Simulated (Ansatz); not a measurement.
# B2NH2OF (SMILES OB1NB1F) at CCSD(T)/def2-SVP

What is the vertical ionisation energy of B2NH2OF at CCSD(T)/def2-SVP? 

The calculation is run with Ansatz 0.2.0.

127 further runs of the same task are left out: 127 set aside as unsound or not needed.

### 1 The structure to begin with

B2NH2OF has 7 atoms, charge 0, and is taken as a singlet. As SMILES, `OB1NB1F`. Geometry: relaxed at PBE0-D4/def2-TZVP. This is one conformer, not always the lowest.

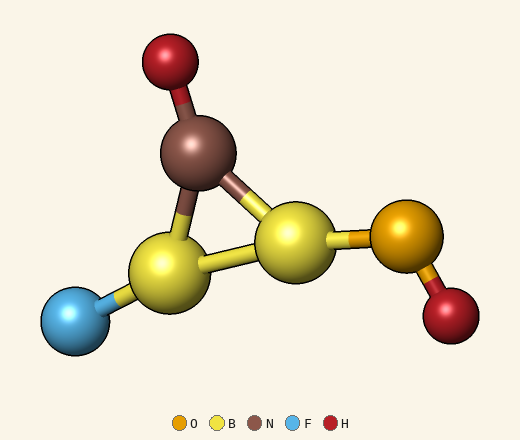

The structure, seen from a chosen angle (oxygen amber, boron yellow, nitrogen brown, fluorine blue, hydrogen red).

### 2 A single-point energy at CCSD(T)/def2-SVP

run.yaml reads:

```yaml
crystal:
  periodic: [false, false, false]
  atoms:
    - {symbol: O, position_ang: [-1.276700, 0.176400, 1.308100]}
    - {symbol: B, position_ang: [-0.379000, 0.150200, 0.304200]}
    - {symbol: "N", position_ang: [0.632200, -0.768200, -0.094800]}
    - {symbol: B, position_ang: [0.587000, 0.339700, -0.954100]}
    - {symbol: F, position_ang: [1.250000, 0.724100, -2.025300]}
    - {symbol: H, position_ang: [-1.829400, 0.960200, 1.293400]}
    - {symbol: H, position_ang: [1.077200, -1.650400, 0.122900]}
basis:
  gaussian:
    orbitals: def2-SVP
correlation:
  method: ccsd_t
  frozen_orbitals: {B: 1, F: 1, H: 0, "N": 1, O: 1}
accuracy: high
scf:
  omitted_lower_state_checks: [cluster_reference, increment]
```

Run with:

```console
$ ansatz run run.yaml --threads 1 --pin off --max-ram 3480MiB --events-out events.jsonl --progress --plain --runs-dir runs
```

Output, shortened:

```text
Warning: RAYON_NUM_THREADS=1 ignored (pool sized by the plan → 1); use --threads N
Functional definition: HF
  name "HF"
[...]
1780 factors; integrals over basis functions are off by at most 3.2e-9 eV
[...]
mean field -7597.10854075 eV, -279.1885893675 hartree, gradient 1.6e-8 eV, S^2 0.000000; 0 other end points of the search recorded, 0 dependent functions left out
5 core orbitals not correlated: weight in the atoms' cores, before any rotation towards them, 1.000 or more for the frozen orbitals, at most 0.000 for the correlated occupied ones
reference -7597.10854075 eV, -279.1885893675 hartree; 13, 13 occupied and 62, 62 virtual orbitals, 1780 factors
second order -18.70561524 eV of doubles, -0.00000000 eV of singles
cycle   1  -18.74989818 eV  change   -4.4e-2 eV  update   1.0e-1
[...]
cycle  21  -19.27048232 eV  change    1.2e-9 eV  update   1.2e-9
perturbative correction -0.52825335 eV, -0.0194129525 hartree
Total energy: -7616.90727642 eV, -279.9161794831 hartree
Checks for a lower state left out: cluster_reference, increment
```

Wall time 16 s (1 thread of Arm Neoverse V2, shared host); peak memory 0.44 GiB.

### 3 The doublet cation, same level

in.yaml reads:

```yaml
crystal:
  periodic: [false, false, false]
  atoms:
    - symbol: O
      position_ang: [-1.276700, 0.176400, 1.308100]
    - symbol: B
      position_ang: [-0.379000, 0.150200, 0.304200]
    - symbol: "N"
      position_ang: [0.632200, -0.768200, -0.094800]
    - symbol: B
      position_ang: [0.587000, 0.339700, -0.954100]
    - symbol: F
      position_ang: [1.250000, 0.724100, -2.025300]
    - symbol: H
      position_ang: [-1.829400, 0.960200, 1.293400]
    - symbol: H
      position_ang: [1.077200, -1.650400, 0.122900]
basis:
  gaussian: {orbitals: def2-SVP}
total_charge: 1
magnetization: {spin_polarized: true, initial_magnetization: 1}
correlation: {method: ccsd_t, frozen_orbitals: {B: 1, F: 1, H: 0, "N": 1, O: 1}}
accuracy: high
scf: {omitted_lower_state_checks: [cluster_reference, increment]}
```

Run with:

```console
$ ansatz run in.yaml --threads 1 --pin off --max-ram 3480MiB --events-out events.jsonl --progress --plain --runs-dir runs
```

Output, shortened:

```text
Warning: RAYON_NUM_THREADS=1 ignored (pool sized by the plan → 1); use --threads N
[... 2 set-up lines as earlier in the session ...]
[...]
1778 factors; integrals over basis functions are off by at most 3.4e-9 eV
[...]
mean field -7587.90591489 eV, -278.8503991048 hartree, gradient 4.3e-8 eV, S^2 0.759291; 2 other end points of the search recorded, 0 dependent functions left out
5 core orbitals not correlated: weight in the atoms' cores, before any rotation towards them, 1.000 or more for the frozen orbitals, at most 0.000 for the correlated occupied ones
reference -7587.90591489 eV, -278.8503991048 hartree; 13, 12 occupied and 62, 63 virtual orbitals, 1778 factors
second order -18.34579736 eV of doubles, -0.00000000 eV of singles
cycle   1  -18.21477123 eV  change    1.3e-1 eV  update   1.2e-1
[...]
cycle  30  -18.82988529 eV  change   -1.0e-9 eV  update   1.5e-9
perturbative correction -0.57089514 eV, -0.0209800096 hartree
Total energy: -7607.30669532 eV, -279.5633646355 hartree
Checks for a lower state left out: cluster_reference, increment
```

Run time: 65 s. Hardware: 1 thread of Arm Neoverse V2, shared host; peak memory 0.86 GiB.

### 4 What came out

At CCSD(T)/def2-SVP, 5 core orbitals frozen:

| quantity | value |
| --- | --- |
| singlet B2NH2OF: total energy | -279.91618 Eh |
| singlet B2NH2OF: correlation energy (5 core orbitals frozen) | -727.6 mEh |
| singlet B2NH2OF: (T) correction | -19.41 mEh |
| singlet B2NH2OF: T1 diagnostic | 0.014 |
| doublet cation: total energy | -279.56336 Eh |
| doublet cation: correlation energy (5 core orbitals frozen) | -713.0 mEh |
| doublet cation: (T) correction | -20.98 mEh |
| doublet cation: ⟨S²⟩ of the reference determinant | 0.759 |
| doublet cation: T1 diagnostic | 0.021 |
| vertical ionisation energy (to the doublet cation) | 9.601 eV |

**Reading.** Removing an electron at fixed nuclei costs 9.60 eV (926 kJ/mol). The triples (singlet B2NH2OF) make up 2.7 % of the correlation energy. The triples (doublet cation) make up 2.9 % of the correlation energy.
